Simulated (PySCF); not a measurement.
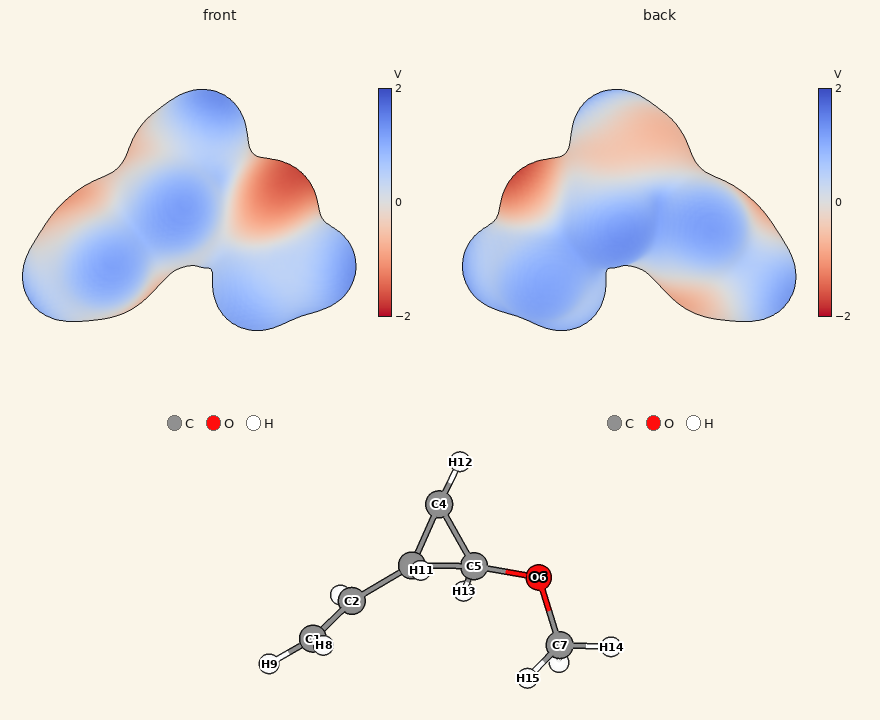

C6H9O (doublet). The electrostatic potential painted on the density surface at 0.004 e/bohr³, seen from the front and from behind; red is negative and blue positive. The bare structure is drawn below in the same view.

Geometry: GFN2-xTB.

The calculation used PySCF, UKS B3LYP, pcH-1 on C H O, non-relativistic, mean-field spin-orbit, GIAO.

```yaml
atoms:
  - { symbol: C, position_ang: [2.6696, 0.6099, -0.1608] }
  - { symbol: C, position_ang: [1.6766, -0.1601, -0.5818] }
  - { symbol: C, position_ang: [0.6302, -0.6997, 0.2902] }
  - { symbol: C, position_ang: [-0.1257, -1.9323, -0.0035] }
  - { symbol: C, position_ang: [-0.8214, -0.6966, -0.2910] }
  - { symbol: O, position_ang: [-1.9091, -0.3105, 0.4783] }
  - { symbol: C, position_ang: [-2.2706, 1.0419, 0.3146] }
  - { symbol: H, position_ang: [2.7748, 0.8845, 0.8758] }
  - { symbol: H, position_ang: [3.4199, 0.9853, -0.8345] }
  - { symbol: H, position_ang: [1.5912, -0.4218, -1.6283] }
  - { symbol: H, position_ang: [0.7709, -0.4599, 1.3432] }
  - { symbol: H, position_ang: [-0.4156, -2.6721, 0.7158] }
  - { symbol: H, position_ang: [-0.8666, -0.3360, -1.3192] }
  - { symbol: H, position_ang: [-3.1376, 1.2073, 0.9510] }
  - { symbol: H, position_ang: [-1.4584, 1.7115, 0.6195] }
  - { symbol: H, position_ang: [-2.5358, 1.2575, -0.7273] }
```

Question: Describe the electrostatic potential map.

Answer: The most negative region (about −1.6 V) lies over O6, the most positive (about +1.3 V) over H12 and H13. O6 is the likeliest acceptor of a hydrogen bond.
